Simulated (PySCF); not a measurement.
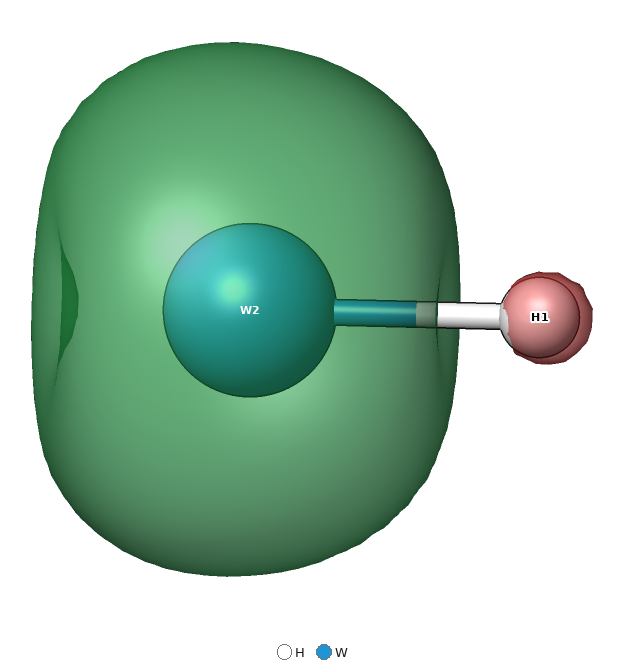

WH (sextet). Isosurfaces of the spin density at +0.08 (green) and −0.08 e/Å³ (red), seen from one side.

Core potentials replace the inner electrons of W.

The calculation used PySCF, PBE0/cc-pVDZ(-PP), non-relativistic Hamiltonian with scalar-relativistic core potentials where named, at a bond length of 1.713 Å.

```
atom   x (Å)   y (Å)    z (Å)
   H  0.0000  0.0000  -1.7037
   W  0.0000  0.0000   0.0093
```

> Which atoms carry the spin?

The unpaired spin (5 electrons) lies mostly on W2 (about 5.0), in electrons by Hirshfeld's partition.
